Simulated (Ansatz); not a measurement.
ClH4NSi···H2

Input file:

```
crystal:
  periodic: [false, false, false]
  atoms:
    - { symbol: Si, position_ang: [0.0, 0.0, 0.0] }
    - { symbol: H, position_ang: [0.0, 0.0, 1.81] }
    - { symbol: Cl, position_ang: [2.0086, 0.0, -0.7093] }
    - { symbol: H, position_ang: [-0.6877, 1.1914, -0.4862] }
    - { symbol: H, position_ang: [-0.6877, -1.1914, -0.4862] }
    - { symbol: "N", position_ang: [1.1118, 1.6767, 0.6685] }
    - { symbol: H, position_ang: [1.9684, 1.5363, 1.2769] }
    - { symbol: H, position_ang: [0.8112, 2.6555, 0.3943] }
    - { symbol: H, position_ang: [0.5486, 0.8273, 1.7642] }
basis:
  gaussian: { orbitals: def2-SVP }
hamiltonian:
  xc: pbe0
relax:
  f_tol: 0.15
  max_steps: 25
  restrain:
    - { distance: [0, 5], at: 1.82, k: 30.0 }
    - { distance: [8, 1], at: 0.66, k: 30.0 }
    - { distance: [0, 1], at: 2.66, k: 30.0 }
    - { distance: [8, 5], at: 2.26, k: 30.0 }
output:
  orbitals: {}
```

Launched as:

```sh
ansatz run input.yaml --threads 1 --pin off --max-ram 2048MiB --backend cpu --events-out ev --progress --plain --runs-dir out
```

The fields are those of the run's last geometry, not of the input's.

Not at a stationary point (largest force 1.8 eV/Å).

Computed with Ansatz, RKS PBE0/def2-SVP.

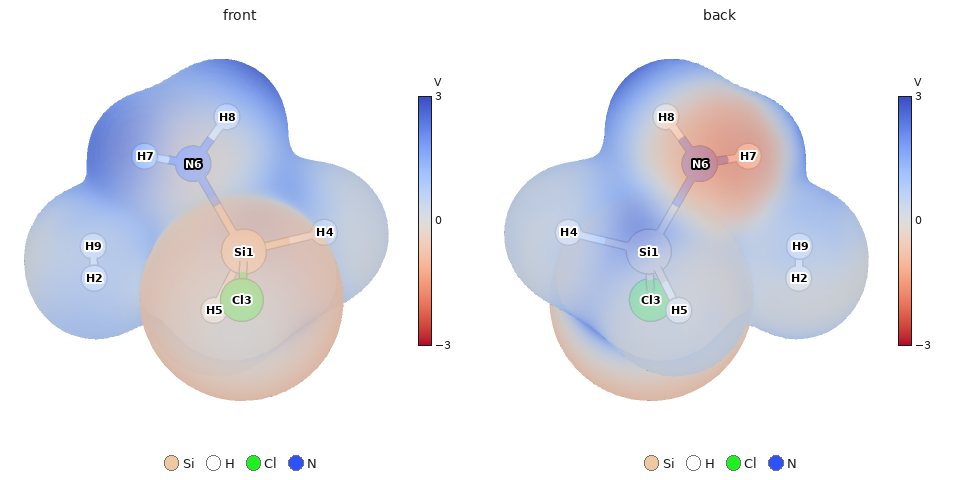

Figure 1. The molecular electrostatic potential painted on the density surface at 0.004 e/bohr³, seen from the front and from behind; red is negative and blue positive.

**Where is the surface potential most negative and most positive?**

The most negative region (about −1.4 V) lies over N6, the most positive (about +2.3 V) over H7 and H8. N6 is the likeliest acceptor of a hydrogen bond.

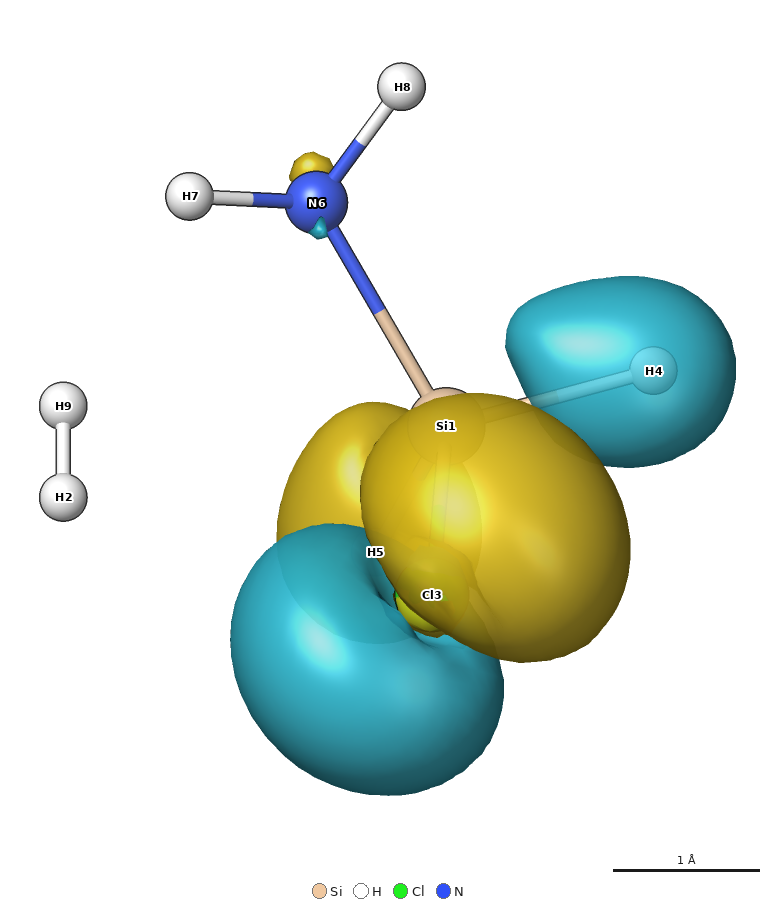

Figure 2. The HOMO−1 at ±0.15 Å⁻³ᐟ² (yellow and cyan are the two phases), seen across its widest extent.

**Describe this orbital and give its energy.**

It lies mainly on Cl3 (about 70 %), Si1 (about 15 %), H5 (about 10 %) and H4 (about 5 %); largely a lone pair of Cl3. Its energy is −8.64 eV.

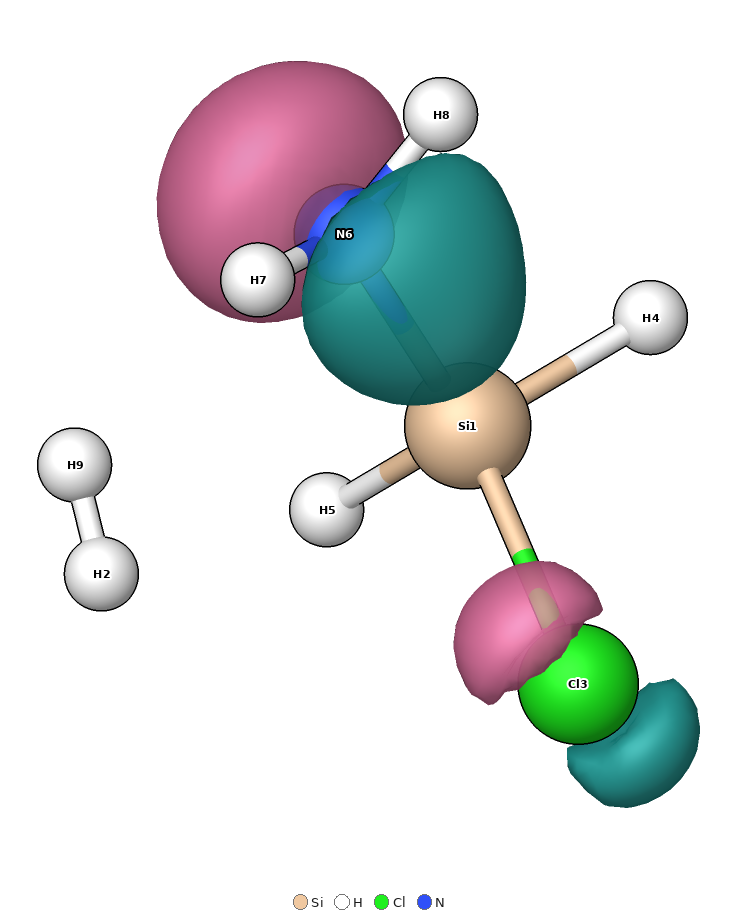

Figure 3. The HOMO at ±0.2 Å⁻³ᐟ² (teal and pink are the two phases), seen at a tilt.

**Where does this orbital lie, and at what energy?**

By Hirshfeld shares it lies mainly on N6 (about 65 %) and Cl3 (about 15 %). Its energy is −7.72 eV.
